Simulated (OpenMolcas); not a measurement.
**Single-point calculation, with input and output: CH4FSi (part 1 of 4)**

- system: CH4FSi, multiplicity 4, SMILES C[SiH]F
- method: B3LYP/aug-cc-pVDZ, UKS (OpenMolcas 26.06)

The geometry is that of the parent species in another charge or spin state. The geometry comes from this level: PBE0-D4/def2-TZVP.

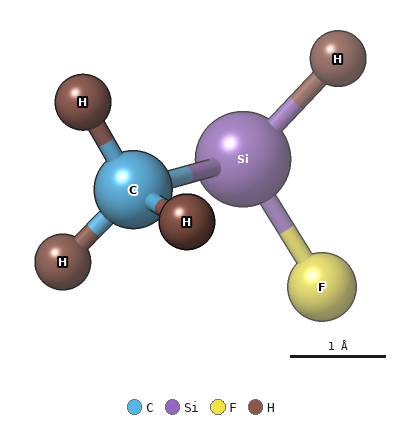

Fig. 1: The structure as given in the input (ball-and-stick view, seen at a tilt). Bond lengths as drawn: C–H 1.09 Å, C–Si 1.86 Å, F–Si 1.61 Å and H–Si 1.49 Å.

### Summary

| quantity | value |
| --- | --- |
| outcome | converged |
| total energy | −429.615436 hartree |
| basis functions | 109 |
| ⟨S²⟩ | 3.755 |
| dipole moment | 3.89 debye |
| hardware | 1 thread of Intel Xeon @ 2.50GHz (Skylake/Cascade Lake), 96 GiB of memory available, shared host |
| wall time | 2.1 min |
| peak memory | 0.64 GiB |

### Input
```
&GATEWAY
  BasLib = $CurrDir
  Coord
  7
  bohr
  C     -1.23493602     0.73604833    -0.56313839
  Si     1.73363475    -1.12268629    -0.19672049
  F      1.21074753    -3.42569552     1.71889488
  H     -2.73046528    -0.39268509    -1.42504247
  H     -0.88854922     2.38275567    -1.76065783
  H     -1.89104893     1.39518480     1.28425787
  H      3.80080615     0.42707810     0.94240642
  Basis = aug-cc-pVDZ
  Group = NoSym

&SEWARD
  GridInput
  Grid=UltraFine
  End of Grid

&SCF
  UHF
  Spin = 4
  KSDFT = B3LYP
  Thresholds = 1e-10 1e-07 1e-07 1e-05
  PrOrbitals = 1 2
```

Launch command:
```bash
export MOLCAS_MEM=1860
pymolcas job.input > job.log
```

### Output
```
--- Start Module: gateway ---

                                              &GATEWAY

                       available to each process: 1.9 GB of memory, 1 thread

 Basis Set     1 Label: C.AUG-CC-PVDZ
 Basis set is read from library:.
 basistype.tbl is not found

 Basis Set     2 Label: SI.AUG-CC-PVDZ
 Basis set is read from library:.
 basistype.tbl is not found

 Basis Set     3 Label: F.AUG-CC-PVDZ
 Basis set is read from library:.
 basistype.tbl is not found

 Basis Set     4 Label: H.AUG-CC-PVDZ
 Basis set is read from library:.
 basistype.tbl is not found

++    Symmetry information:
      ---------------------

                    Character Table for C1

                             E
                    a        1  x, y, xy, Rz, z, xz, Ry, yz, Rx, I
--

++    Basis set information:
      ----------------------

      Basis set label: C.AUG-CC-PVDZ.........

      Electronic valence basis set:
      ------------------
      Associated Effective Charge   6.000000 au
      Associated Actual Charge      6.000000 au
      Nuclear Model: Point charge

      Shell  nPrim  nBasis  Cartesian Spherical Contaminant
         s      10       4        X
         p       5       3        X
         d       2       2                 X

      Basis set label: SI.AUG-CC-PVDZ.........

      Electronic valence basis set:
      ------------------
      Associated Effective Charge  14.000000 au
      Associated Actual Charge     14.000000 au
      Nuclear Model: Point charge

      Shell  nPrim  nBasis  Cartesian Spherical Contaminant
         s      13       5        X
         p       9       4        X
         d       2       2                 X

      Basis set label: F.AUG-CC-PVDZ.........

      Electronic valence basis set:
      ------------------
      Associated Effective Charge   9.000000 au
      Associated Actual Charge      9.000000 au
      Nuclear Model: Point charge

      Shell  nPrim  nBasis  Cartesian Spherical Contaminant
         s      10       4        X
         p       5       3        X
         d       2       2                 X

      Basis set label: H.AUG-CC-PVDZ.........

      Electronic valence basis set:
      ------------------
      Associated Effective Charge   1.000000 au
      Associated Actual Charge      1.000000 au
      Nuclear Model: Point charge

      Shell  nPrim  nBasis  Cartesian Spherical Contaminant
         s       5       3        X
         p       2       2        X
--

++    Molecular structure info:
      -------------------------

                    ************************************************
                    **** Cartesian Coordinates / bohr, angstrom ****
                    ************************************************

     Center  Label                x              y              z                     x              y              z
        1      C1              -1.234936       0.736048      -0.563138             -0.653500       0.389500      -0.298000
        2      SI2              1.733635      -1.122686      -0.196720              0.917400      -0.594100      -0.104100
        3      F3               1.210748      -3.425696       1.718895              0.640700      -1.812800       0.909600
        4      H4              -2.730465      -0.392685      -1.425042             -1.444900      -0.207800      -0.754100
        5      H5              -0.888549       2.382756      -1.760658             -0.470200       1.260900      -0.931700
        6      H6              -1.891049       1.395185       1.284258             -1.000700       0.738300       0.679600
        7      H7               3.800806       0.427078       0.942406              2.011300       0.226000       0.498700

                    ***************************************
                    *    InterNuclear Distances / bohr    *
                    ***************************************

               1 C1            2 SI2           3 F3            4 H4            5 H5            6 H6
    1 C1       0.000000
    2 SI2      3.521586        0.000000
    3 F3       5.339397        3.040863        0.000000
    4 H4       2.062408        4.687202        5.883592        0.000000
    5 H5       2.065353        4.648642        7.088895        3.347889        0.000000
    6 H6       2.068289        4.655245        5.748994        3.352821        3.354372        0.000000
    7 H7       5.265057        2.823575        4.706931        6.995308        5.755109        5.783711

               7 H7
    7 H7       0.000000

                    *******************************************
                    *    InterNuclear Distances / angstrom    *
                    *******************************************

               1 C1            2 SI2           3 F3            4 H4            5 H5            6 H6
    1 C1       0.000000
    2 SI2      1.863543        0.000000
    3 F3       2.825487        1.609155        0.000000
    4 H4       1.091379        2.480361        3.113463        0.000000
    5 H5       1.092938        2.459955        3.751282        1.771627        0.000000
    6 H6       1.094491        2.463449        3.042237        1.774236        1.775057        0.000000
    7 H7       2.786148        1.494172        2.490801        3.701758        3.045473        3.060608

               7 H7
    7 H7       0.000000

                    **************************************
                    *    Valence Bond Angles / degree    *
                    **************************************
                          Atom centers                 Phi
                      4 H4       1 C1       5 H5       108.40
                      4 H4       1 C1       6 H6       108.52
                      5 H5       1 C1       6 H6       108.48
--

            Nuclear Potential Energy            106.88245200 au

--- Stop Module: gateway /rc=_RC_ALL_IS_WELL_ ---

--- Start Module: seward ---

                                              &SEWARD

                       available to each process: 1.9 GB of memory, 1 thread

               SEWARD will generate:
                  Multipole Moment integrals up to order  2
                  Kinetic Energy integrals
                  Nuclear Attraction integrals (point charge)
                  One-Electron Hamiltonian integrals
                  Velocity integrals
                  Orbital angular momentum around (  0.8723  -1.3303   0.3084 )
                  Velocity quadrupole around (  0.8723  -1.3303   0.3084 )
                  Two-Electron Repulsion integrals

                   Integrals are discarded if absolute value <: 1.00E-14
                   Integral cutoff threshold is set to       <: 1.00E-16

            Nuclear Potential Energy            106.88245200 au

      Basis set specifications :
      Symmetry species         a
      Basis functions          109

--- Stop Module: seward /rc=_RC_ALL_IS_WELL_ ---
--- Module seward spent 6 seconds ---

--- Start Module: scf ---

                                                &SCF

                       available to each process: 1.9 GB of memory, 1 thread

++    Input section:
      --------------

      Header of the integral files:

      Cartesian coordinates in angstrom:
      -----------------------------------------------------
      No.  Label        X            Y            Z
      -----------------------------------------------------
       1   C1        -0.65350000   0.38950000  -0.29800000
       2   SI2        0.91740000  -0.59410000  -0.10410000
       3   F3         0.64070000  -1.81280000   0.90960000
       4   H4        -1.44490000  -0.20780000  -0.75410000
       5   H5        -0.47020000   1.26090000  -0.93170000
       6   H6        -1.00070000   0.73830000   0.67960000
       7   H7         2.01130000   0.22600000   0.49870000
      -----------------------------------------------------
      Nuclear repulsion energy =  106.88245200
--

++    Orbital specifications:
      -----------------------

      Symmetry species               1
                                     a
      Frozen orbitals                0
      Start temperature = 0.500
      End temperature   = 0.010
      Temperature Factor= 0.460
      Deleted orbitals               0
      Total number of orbitals     109
      Number of basis functions    109
--

      Molecular charge                           0.000

      Numerical integration parameters
      --------------------------------
      Radial quadrature type:                         MHL
      Size of radial grid:                            99
      Lebedev angular grid:                           41
      Angular grid pruned with the crowding factor:  1.00E+10
                                 and fading factor:  1.00E+01
      Screening threshold for integral computation:   1.00E-11
      Radial quadrature accuracy:                     1.00E-25
      Maximum batch size:                             128
      AO values are stored on disk
      The same grid will be used for all iterations.

      DFT functional specifications
      -----------------------------
      Using Libxc version: 6.2.2
      Please cite the following reference:
      S. Lehtola, C. Steigemann, M. J.T. Oliveira, and M. A.L. Marques.,  SoftwareX 7, 1–5 (2018) doi:10.1016/j.softx.2017.11.002

      * B3LYP

++    Optimization specifications:
      ----------------------------

      SCF Algorithm: Conventional USCF
      D(i)-D(i-1) density differences are used
      Number of density matrices in core                 5
      Maximum number of NDDO SCF iterations            400
      Maximum number of HF SCF iterations              400
      Threshold for SCF energy change             1.00E-10
      Threshold for density matrix                1.00E-07
      Threshold for Fock matrix                   1.00E-07
      Threshold for linear dependence             1.00E-09
      Threshold at which DIIS is turned on        1.50E-01
      Maximum depth in the DIIS procedure                5
      Maximum depth in the BFGS Hessian update          30
      Threshold at which QNR/C2DIIS is turned on  7.50E-02
      Threshold for Norm(delta) (QNR/C2DIIS)      1.00E-05
      All orbitals punched on: UHFORB
--

      Input vectors read from INPORB
      Orbital file label: *Guess orbitals

++ Convergence information
                               UHF B3LYP      iterations: Energy and convergence statistics

Iter     Tot. B3LYP      One-elec.       Two-elec.     Energy      Max Dij or  Max Fij      DNorm      TNorm      AccCon     Time
         Energy          Energy          Energy        Change      Delta Norm                                                in Sec.
   1  -425.645074615  -826.943091441   294.415564822   0.00E+00    3.86E-01*   4.33E-01*    1.31E+01   1.67E+02   None         6.
   2  -421.476136164  -817.663478280   289.304890112   4.17E+00*   1.47E-01*   1.52E-01*    1.93E+02   1.59E+02   EDIIS        4.
   3  -428.293768891  -837.593193850   302.416972955  -6.82E+00*   3.61E-01*   3.39E-01*    1.97E+01   1.67E+02   EDIIS        4.
   4  -418.285940885  -802.571159564   277.402766675   1.00E+01*   2.86E-01*   1.88E-01*    1.77E+01   1.63E+02   EDIIS        4.
   5  -428.689874803  -829.429363108   293.857036301  -1.04E+01*   1.89E-01*   1.75E-01*    3.23E+01   1.67E+02   EDIIS        4.
   6  -429.310931017  -838.331731937   302.138348915  -6.21E-01*   2.99E-01*   1.01E-01*    1.51E+01   1.67E+02   EDIIS        4.
   7  -429.579680816  -834.969724806   298.507591986  -2.69E-01*   3.51E-01*   5.52E-02*    2.25E+00   1.67E+02   EDIIS        4.
   8  -429.558094402  -836.557564231   300.117017826   2.16E-02*   6.44E-02*   2.78E-02*    1.47E+00   1.67E+02   EDIIS        4.
   9  -429.614605744  -835.905159430   299.408101682  -5.65E-02*   9.05E-02*   9.23E-03*    5.82E-01   1.67E+02   EDIIS        4.
  10  -429.612530605  -835.409703017   298.914720408   2.08E-03*   5.11E-02*   5.65E-03*    3.60E-01   1.67E+02   EDIIS        4.

       Fermi aufbau procedure completed!
      nOcc(alpha)=   18
      nOcc(beta) =   15

  11  -429.615141695  -835.683649997   299.186056298  -2.61E-03*   1.95E-02*   1.75E-03*    1.84E-01   1.67E+02   c2DIIS       4.
  12  -429.615312805  -835.770203619   299.272438811  -1.71E-04*   4.29E-02*   8.82E-04*    7.04E-02   1.67E+02   QNRc2DIIS    4.
  13  -429.615353911  -835.757260442   299.259454528  -4.11E-05*   1.62E-01*   7.73E-04*    9.57E-02   1.67E+02   QNRc2DIIS    4.
  14  -429.615418456  -835.745481132   299.247610673  -6.45E-05*   1.31E-02*   5.63E-04*    3.49E-01   1.67E+02   QNRc2DIIS    4.
  15  -429.615428011  -835.768808177   299.270928162  -9.56E-06*   1.24E-02*   6.95E-04*    5.27E-02   1.67E+02   QNRc2DIIS    4.
  16  -429.615432784  -835.745577489   299.247692701  -4.77E-06*   1.53E-02*   2.37E-04*    4.39E-02   1.67E+02   QNRc2DIIS    4.
  17  -429.615435871  -835.745367549   299.247479674  -3.09E-06*   6.83E-03*   8.81E-05*    3.69E-02   1.67E+02   QNRc2DIIS    4.
  18  -429.615436329  -835.748280309   299.250391977  -4.58E-07*   1.54E-03*   5.19E-05*    1.63E-02   1.67E+02   QNRc2DIIS    4.
  19  -429.615436391  -835.747356686   299.249468291  -6.25E-08*   9.69E-04*   1.32E-05*    5.18E-03   1.67E+02   QNRc2DIIS    4.
  20  -429.615436403  -835.747624385   299.249735979  -1.14E-08*   2.41E-04*   5.88E-06*    3.20E-03   1.67E+02   QNRc2DIIS    4.
  21  -429.615436405  -835.747290228   299.249401819  -2.60E-09*   1.35E-04*   2.28E-06*    7.65E-04   1.67E+02   QNRc2DIIS    4.
  22  -429.615436405  -835.747423376   299.249534966  -3.51E-10*   2.18E-05*   6.96E-07*    4.21E-04   1.67E+02   QNRc2DIIS    4.
  23  -429.615436406  -835.747371015   299.249482605  -3.73E-11    2.97E-05*   4.27E-07*    6.61E-05   1.67E+02   QNRc2DIIS    4.
  24  -429.615436406  -835.747384035   299.249495625  -1.18E-11    6.38E-06    2.84E-07*    1.07E-04   1.67E+02   QNRc2DIIS    4.
  25  -429.615436406  -835.747361296   299.249472886  -4.43E-12    6.01E-06    6.59E-08     1.76E-05   1.67E+02   QNRc2DIIS    4.

       Convergence after  25 Iterations
--

 *****************************************************************************************************************************
 *                                             SCF/KS-DFT Program, Final results                                             *
 *                                                       Final Results                                                       *
 *****************************************************************************************************************************

::    Total KS-DFT energy                            -429.6154364055
      One-electron energy                            -835.7473612956
      Two-electron energy                             299.2494728862
      Nuclear repulsion energy                        106.8824520039
      Kinetic energy (interpolated)                   428.1963191002
      Virial theorem                                    1.0033141745
      Total spin, S(S+1)                                3.7548804974
      Total spin, S                                     1.5012197524
      Max non-diagonal density matrix element           0.0000044827
      Max non-diagonal Fock matrix element              0.0000001028

      All orbitals with orbital energies smaller than  E(LUMO)+0.5 are printed

++    Molecular orbitals:
      -------------------

      Title: UKS-DFT orbitals (alpha)

      Molecular orbitals for symmetry species 1: a
```
